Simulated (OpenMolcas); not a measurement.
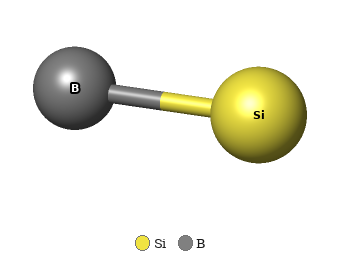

The molecule at the reference distance of 2.119 Å.

**Run report: SiB⁺, relativistic diatomic calculation (part 1 of 2)**

SiB⁺. Computed at this level: SA-CASSCF(6,8)/XMS-CASPT2 + RASSI spin-orbit (X2C scalar, AMFI), ANO-RCC-VTZP (OpenMolcas).

**Input file**
```
&GATEWAY
Coord
2
angstrom
Si 0.0 0.0 0.0
B 0.0 0.0 2.1190
Basis=ANO-RCC-VTZP
Group=XY
RX2C
AMFI
ANGMom
0.0 0.0 0.0
RICD
&SEWARD
&GUESSORB
&RASSCF
FileOrb=$CurrDir/o32.orb
Symmetry=2
Spin=3
nActEl=6 0 0
Inactive=4 2
RAS2=4 4
CIRoot=4 4 1
Linear
Iterations=120 100
OrbListing=Nothing
PRWF=0.15
>>COPY $Project.RasOrb $CurrDir/o32.orb
>>COPY $Project.rasscf.h5 $CurrDir/r32.h5
&CASPT2
XMultistate=all
Imaginary=0.2
IPEA=0.25
MaxIter=40
>>COPY $Project.JobMix JOB001
&RASSCF
FileOrb=$CurrDir/o31.orb
Symmetry=1
Spin=3
nActEl=6 0 0
Inactive=4 2
RAS2=4 4
CIRoot=7 7 1
Linear
Iterations=120 100
OrbListing=Nothing
PRWF=0.15
>>COPY $Project.RasOrb $CurrDir/o31.orb
>>COPY $Project.rasscf.h5 $CurrDir/r31.h5
&CASPT2
XMultistate=all
Imaginary=0.2
IPEA=0.25
MaxIter=40
>>COPY $Project.JobMix JOB002
&RASSCF
FileOrb=$CurrDir/o12.orb
Symmetry=2
Spin=1
nActEl=6 0 0
Inactive=4 2
RAS2=4 4
CIRoot=2 2 1
Linear
Iterations=120 100
OrbListing=Nothing
PRWF=0.15
>>COPY $Project.RasOrb $CurrDir/o12.orb
>>COPY $Project.rasscf.h5 $CurrDir/r12.h5
&CASPT2
XMultistate=all
Imaginary=0.2
IPEA=0.25
MaxIter=40
>>COPY $Project.JobMix JOB003
&RASSCF
FileOrb=$CurrDir/o11.orb
Symmetry=1
Spin=1
nActEl=6 0 0
Inactive=4 2
RAS2=4 4
CIRoot=5 5 1
Linear
Iterations=120 100
OrbListing=Nothing
PRWF=0.15
>>COPY $Project.RasOrb $CurrDir/o11.orb
>>COPY $Project.rasscf.h5 $CurrDir/r11.h5
&CASPT2
XMultistate=all
Imaginary=0.2
IPEA=0.25
MaxIter=40
>>COPY $Project.JobMix JOB004
&RASSCF
FileOrb=$CurrDir/o51.orb
Symmetry=1
Spin=5
nActEl=6 0 0
Inactive=4 2
RAS2=4 4
CIRoot=1 1 1
Linear
Iterations=120 100
OrbListing=Nothing
PRWF=0.15
>>COPY $Project.RasOrb $CurrDir/o51.orb
>>COPY $Project.rasscf.h5 $CurrDir/r51.h5
&CASPT2
XMultistate=all
Imaginary=0.2
IPEA=0.25
MaxIter=40
>>COPY $Project.JobMix JOB005
&RASSI
Nr of JobIphs=5 4 7 2 5 1
1 2 3 4
1 2 3 4 5 6 7
1 2
1 2 3 4 5
1
SpinOrbit
EJob
Omega
MEES
MESO
Properties=4
'AngMom' 3 'Mltpl  1' 1 'Mltpl  1' 2 'Mltpl  1' 3
Thrs=1.0d-4
>>COPY $Project.rassi.h5 $CurrDir/so.h5
```

The first orbital files come from an earlier step.

Run as:
```bash
pymolcas m.inp (one call a module block, same work directory)
```

**The program's output (extracts)**
```
++    Wave function specifications:
      Number of closed shell electrons          12
      Number of electrons in active shells       6
      Number of inactive orbitals                6
      Number of active orbitals                  8
      Number of secondary orbitals              50
      Spin quantum number                      1.0
      State symmetry                             2
++    Orbital specifications:
      Symmetry species                           1   2
                                                 a   b
      Frozen orbitals                            0   0
      Inactive orbitals                          4   2
      Active orbitals                            4   4
      RAS2 orbitals                              4   4
      Secondary orbitals                        26  24
      Number of basis functions                 34  30
      printout of CI-coefficients larger than  0.15 for root  1
      energy=    -313.847747
      conf/sym  1111 2222     Coeff  Weight
            65  02u2 u000  -0.15731 0.02475
            79  0u22 00u0  -0.93443 0.87317
      printout of CI-coefficients larger than  0.15 for root  2
      energy=    -313.847747
      conf/sym  1111 2222     Coeff  Weight
            66  02u2 0u00  -0.15731 0.02475
            80  0u22 000u  -0.93443 0.87317
      printout of CI-coefficients larger than  0.15 for root  3
      energy=    -313.750580
      conf/sym  1111 2222     Coeff  Weight
            68  02u2 000u   0.51385 0.26404
            78  0u22 0u00   0.79218 0.62755
      printout of CI-coefficients larger than  0.15 for root  4
      energy=    -313.750580
      conf/sym  1111 2222     Coeff  Weight
            67  02u2 00u0  -0.51385 0.26404
            77  0u22 u000  -0.79218 0.62755
      Natural orbitals and occupation numbers for root  1
      sym 1:   0.034126   1.002729   1.872919   1.955294
      sym 2:   0.072094   0.039190   0.971519   0.052128
      Natural orbitals and occupation numbers for root  2
      sym 1:   0.034126   1.002729   1.872919   1.955294
      sym 2:   0.039190   0.072094   0.052128   0.971519
      Natural orbitals and occupation numbers for root  3
      sym 1:   0.034024   1.239844   1.615039   1.952660
      sym 2:   0.036071   0.712169   0.061737   0.348456
      Natural orbitals and occupation numbers for root  4
      sym 1:   0.034024   1.239844   1.615039   1.952660
      sym 2:   0.712168   0.036071   0.348456   0.061737
      RASSCF energy for state  4                   -313.75057997
::    RASSCF root number  1 Total energy:   -313.84774709
::    RASSCF root number  2 Total energy:   -313.84774709
::    RASSCF root number  3 Total energy:   -313.75057997
::    RASSCF root number  4 Total energy:   -313.75057997
      Von Neumann Entropy (Root   1) =  1.64731
++    Wave function specifications:
      Number of closed shell electrons           6
      Number of electrons in active shells       6
      Number of inactive orbitals                3
      Number of active orbitals                  8
      Number of secondary orbitals              50
      Spin quantum number                      1.0
      State symmetry                             2
      Number of CSFs                           768
      Number of CASSCF root(s) available         4
      CASPT2 state passed to geometry opt.       4
      A file JOBMIX will be created
      This is a MULTI-STATE CASSCF reference
      Number of CI roots used                    4
      These are:                                 1   2   3   4
      Off-diagonal elements of Heff are computed
  FINAL CASPT2 RESULT:
      Reference energy:        -313.8477470883
      E2 (Non-variational):      -0.0881161146
      Shift correction:          -0.0017569116
      E2 (Variational):          -0.0898730262
      Total energy:            -313.9376201145
      Reference weight:           0.95455
  FINAL CASPT2 RESULT:
      Reference energy:        -313.8477470882
      E2 (Non-variational):      -0.0881161269
      Shift correction:          -0.0017569123
      E2 (Variational):          -0.0898730392
      Total energy:            -313.9376201274
      Reference weight:           0.95455
  FINAL CASPT2 RESULT:
      Reference energy:        -313.7505799725
      E2 (Non-variational):      -0.0839459075
      Shift correction:          -0.0014841278
      E2 (Variational):          -0.0854300353
      Total energy:            -313.8360100078
      Reference weight:           0.95832
  FINAL CASPT2 RESULT:
      Reference energy:        -313.7505799719
      E2 (Non-variational):      -0.0839459080
      Shift correction:          -0.0014841278
      E2 (Variational):          -0.0854300357
      Total energy:            -313.8360100076
      Reference weight:           0.95832
       Total XMS-CASPT2 energies:
::    XMS-CASPT2 Root  1     Total energy:   -313.93731543
::    XMS-CASPT2 Root  2     Total energy:   -313.93731542
::    XMS-CASPT2 Root  3     Total energy:   -313.83631470
::    XMS-CASPT2 Root  4     Total energy:   -313.83631470
++    Wave function specifications:
      Number of closed shell electrons          12
      Number of electrons in active shells       6
      Number of inactive orbitals                6
      Number of active orbitals                  8
      Number of secondary orbitals              50
      Spin quantum number                      1.0
      State symmetry                             1
      printout of CI-coefficients larger than  0.15 for root  1
      energy=    -313.842374
      conf/sym  1111 2222     Coeff  Weight
           108  0202 00uu   0.19941 0.03976
           126  0022 00uu  -0.90507 0.81916
      printout of CI-coefficients larger than  0.15 for root  2
      energy=    -313.759846
      conf/sym  1111 2222     Coeff  Weight
           123  0022 0uu0  -0.54997 0.30247
           124  0022 u00u  -0.55000 0.30250
           362  0uu2 00du   0.29521 0.08715
           365  0uu2 00ud   0.41745 0.17426
      printout of CI-coefficients larger than  0.15 for root  3
      energy=    -313.759846
      conf/sym  1111 2222     Coeff  Weight
           122  0022 u0u0  -0.55001 0.30252
           125  0022 0u0u   0.54996 0.30246
           359  0uu2 0020   0.36155 0.13072
           366  0uu2 0002  -0.36152 0.13069
      printout of CI-coefficients larger than  0.15 for root  4
      energy=    -313.755229
      conf/sym  1111 2222     Coeff  Weight
           104  0202 u0u0   0.15142 0.02293
           107  0202 0u0u   0.15144 0.02293
           122  0022 u0u0  -0.57192 0.32710
           125  0022 0u0u  -0.57198 0.32716
           359  0uu2 0020   0.32552 0.10596
           366  0uu2 0002   0.32555 0.10598
      printout of CI-coefficients larger than  0.15 for root  5
      energy=    -313.747588
      conf/sym  1111 2222     Coeff  Weight
           120  0ud2 00uu  -0.40697 0.16562
           123  0022 0uu0   0.38844 0.15089
           124  0022 u00u  -0.38841 0.15086
           362  0uu2 00du   0.49899 0.24899
           365  0uu2 00ud  -0.35288 0.12453
      printout of CI-coefficients larger than  0.15 for root  6
      energy=    -313.718594
      conf/sym  1111 2222     Coeff  Weight
           123  0022 0uu0   0.36491 0.13316
           124  0022 u00u   0.36488 0.13314
           353  0uu2 ud00  -0.15815 0.02501
           362  0uu2 00du   0.42940 0.18439
           365  0uu2 00ud   0.60728 0.36878
      printout of CI-coefficients larger than  0.15 for root  7
      energy=    -313.718594
      conf/sym  1111 2222     Coeff  Weight
           122  0022 u0u0  -0.36473 0.13303
           125  0022 0u0u   0.36506 0.13327
           359  0uu2 0020  -0.52565 0.27631
           366  0uu2 0002   0.52618 0.27687
      Natural orbitals and occupation numbers for root  1
      sym 1:   0.027303   0.159174   1.796480   1.954638
      sym 2:   0.078822   0.078821   0.952380   0.952381
      Natural orbitals and occupation numbers for root  2
      sym 1:   0.024300   0.410015   1.563338   1.950071
      sym 2:   0.388302   0.388270   0.637835   0.637868
      Natural orbitals and occupation numbers for root  3
      sym 1:   0.024300   0.410016   1.563338   1.950071
      sym 2:   0.388322   0.388250   0.637908   0.637794
      Natural orbitals and occupation numbers for root  4
      sym 1:   0.024355   0.362988   1.604499   1.945981
      sym 2:   0.413386   0.413461   0.617609   0.617720
      Natural orbitals and occupation numbers for root  5
      sym 1:   0.039862   0.669383   1.318794   1.918359
      sym 2:   0.220580   0.220603   0.806222   0.806198
      Natural orbitals and occupation numbers for root  6
      sym 1:   0.040047   0.709936   1.280781   1.924917
      sym 2:   0.240885   0.240921   0.781309   0.781205
      Natural orbitals and occupation numbers for root  7
      sym 1:   0.040046   0.709936   1.280782   1.924917
      sym 2:   0.240689   0.241117   0.780510   0.782003
      RASSCF energy for state  7                   -313.71859404
::    RASSCF root number  1 Total energy:   -313.84237447
::    RASSCF root number  2 Total energy:   -313.75984570
::    RASSCF root number  3 Total energy:   -313.75984570
::    RASSCF root number  4 Total energy:   -313.75522880
::    RASSCF root number  5 Total energy:   -313.74758762
::    RASSCF root number  6 Total energy:   -313.71859404
::    RASSCF root number  7 Total energy:   -313.71859404
      Von Neumann Entropy (Root   1) =  1.93373
++    Wave function specifications:
      Number of closed shell electrons           6
      Number of electrons in active shells       6
      Number of inactive orbitals                3
      Number of active orbitals                  8
      Number of secondary orbitals              50
      Spin quantum number                      1.0
      State symmetry                             1
      Number of CSFs                           744
      Number of CASSCF root(s) available         7
      CASPT2 state passed to geometry opt.       7
      A file JOBMIX will be created
      This is a MULTI-STATE CASSCF reference
      Number of CI roots used                    7
      These are:                                 1   2   3   4   5   6   7
      Off-diagonal elements of Heff are computed
  FINAL CASPT2 RESULT:
      Reference energy:        -313.8423744688
      E2 (Non-variational):      -0.0841288632
      Shift correction:          -0.0012615588
      E2 (Variational):          -0.0853904220
      Total energy:            -313.9277648908
      Reference weight:           0.95878
  FINAL CASPT2 RESULT:
      Reference energy:        -313.7598456979
      E2 (Non-variational):      -0.0871733233
      Shift correction:          -0.0015470948
      E2 (Variational):          -0.0887204181
      Total energy:            -313.8485661161
      Reference weight:           0.95599
  FINAL CASPT2 RESULT:
      Reference energy:        -313.7598456979
      E2 (Non-variational):      -0.0871834536
      Shift correction:          -0.0015482180
      E2 (Variational):          -0.0887316715
      Total energy:            -313.8485773694
      Reference weight:           0.95597
  FINAL CASPT2 RESULT:
      Reference energy:        -313.7552288037
      E2 (Non-variational):      -0.0828244923
      Shift correction:          -0.0015156482
      E2 (Variational):          -0.0843401405
      Total energy:            -313.8395689442
      Reference weight:           0.95809
  FINAL CASPT2 RESULT:
      Reference energy:        -313.7475876244
      E2 (Non-variational):      -0.0829851947
      Shift correction:          -0.0018177020
      E2 (Variational):          -0.0848028967
      Total energy:            -313.8323905211
      Reference weight:           0.95549
  FINAL CASPT2 RESULT:
      Reference energy:        -313.7185940384
      E2 (Non-variational):      -0.0843439542
      Shift correction:          -0.0018743793
      E2 (Variational):          -0.0862183335
      Total energy:            -313.8048123719
      Reference weight:           0.95413
  FINAL CASPT2 RESULT:
      Reference energy:        -313.7185940373
      E2 (Non-variational):      -0.0843837503
      Shift correction:          -0.0018757752
      E2 (Variational):          -0.0862595255
      Total energy:            -313.8048535628
      Reference weight:           0.95409
       Total XMS-CASPT2 energies:
::    XMS-CASPT2 Root  1     Total energy:   -313.92746201
::    XMS-CASPT2 Root  2     Total energy:   -313.84505051
::    XMS-CASPT2 Root  3     Total energy:   -313.84495387
::    XMS-CASPT2 Root  4     Total energy:   -313.83956894
::    XMS-CASPT2 Root  5     Total energy:   -313.83269340
::    XMS-CASPT2 Root  6     Total energy:   -313.80846411
::    XMS-CASPT2 Root  7     Total energy:   -313.80834093
++    Wave function specifications:
      Number of closed shell electrons          12
      Number of electrons in active shells       6
      Number of inactive orbitals                6
      Number of active orbitals                  8
      Number of secondary orbitals              50
      Spin quantum number                      0.0
      State symmetry                             2
      printout of CI-coefficients larger than  0.15 for root  1
      energy=    -313.829344
      conf/sym  1111 2222     Coeff  Weight
            80  0u22 000d   0.95263 0.90750
      printout of CI-coefficients larger than  0.15 for root  2
      energy=    -313.829344
      conf/sym  1111 2222     Coeff  Weight
            79  0u22 00d0   0.95263 0.90750
      Natural orbitals and occupation numbers for root  1
      sym 1:   0.047875   0.994491   1.901743   1.952068
      sym 2:   0.030703   0.038158   0.043438   0.991523
      Natural orbitals and occupation numbers for root  2
      sym 1:   0.047875   0.994491   1.901743   1.952068
      sym 2:   0.038158   0.030703   0.991523   0.043438
      RASSCF energy for state  2                   -313.82934381
::    RASSCF root number  1 Total energy:   -313.82934381
::    RASSCF root number  2 Total energy:   -313.82934381
      Von Neumann Entropy (Root   1) =  1.55669
++    Wave function specifications:
      Number of closed shell electrons           6
      Number of electrons in active shells       6
      Number of inactive orbitals                3
      Number of active orbitals                  8
      Number of secondary orbitals              50
      Spin quantum number                      0.0
      State symmetry                             2
      Number of CSFs                           576
      Number of CASSCF root(s) available         2
      CASPT2 state passed to geometry opt.       2
      A file JOBMIX will be created
      This is a MULTI-STATE CASSCF reference
      Number of CI roots used                    2
      These are:                                 1   2
      Off-diagonal elements of Heff are computed
  FINAL CASPT2 RESULT:
      Reference energy:        -313.8293438052
      E2 (Non-variational):      -0.0856807417
      Shift correction:          -0.0012462579
      E2 (Variational):          -0.0869269995
      Total energy:            -313.9162708047
      Reference weight:           0.95861
  FINAL CASPT2 RESULT:
      Reference energy:        -313.8293438051
      E2 (Non-variational):      -0.0856807422
      Shift correction:          -0.0012462579
      E2 (Variational):          -0.0869270001
      Total energy:            -313.9162708052
      Reference weight:           0.95861
       Total XMS-CASPT2 energies:
::    XMS-CASPT2 Root  1     Total energy:   -313.91627081
::    XMS-CASPT2 Root  2     Total energy:   -313.91627080
++    Wave function specifications:
      Number of closed shell electrons          12
      Number of electrons in active shells       6
      Number of inactive orbitals                6
      Number of active orbitals                  8
      Number of secondary orbitals              50
      Spin quantum number                      SPIN-FREE ENERGIES:
  (Shifted by EMIN (a.u.) =       -313.9373154334)
 SF State       Relative EMIN(au)   Rel lowest level(eV)    D:o, cm**(-1)      Abs_M
     1             0.0000000000        0.0000000000              0.0000         1.0
     2             0.0000000112        0.0000003060              0.0025         1.0
     5             0.0098534246        0.2681253438           2162.5767         0.0
    12             0.0210446282        0.5726535054           4618.7620         1.0
    13             0.0210446287        0.5726535194           4618.7621         1.0
    14             0.0262935319        0.7154834518           5770.7632         2.0
    15             0.0263831251        0.7179214087           5790.4267         2.0
    16             0.0274500365        0.7469535466           6024.5866         0.0
    17             0.0485483089        1.3210667839          10655.1222         0.0
    19             0.0703470189        1.9142399032          15439.3860         0.0
    18             0.0853032383        2.3212193643          18721.8968         0.0
     6             0.0922649254        2.5106565220          20249.8105         2.0
     7             0.0923615660        2.5132862471          20271.0207         2.0
     8             0.0977464893        2.6598174736          21452.8747         0.0
     3             0.1010007315        2.7483699146          22167.0983         1.0
     4             0.1010007335        2.7483699699          22167.0987         1.0
     9             0.1046220302        2.8469104748          22961.8815         0.0
    10             0.1288513188        3.5062230038          28279.5957         2.0
    11             0.1289745029        3.5095750154          28306.6315         2.0
```

(Continued in part 2.) Outcome of the run: converged; components of a degenerate state are split by 27 cm⁻¹.
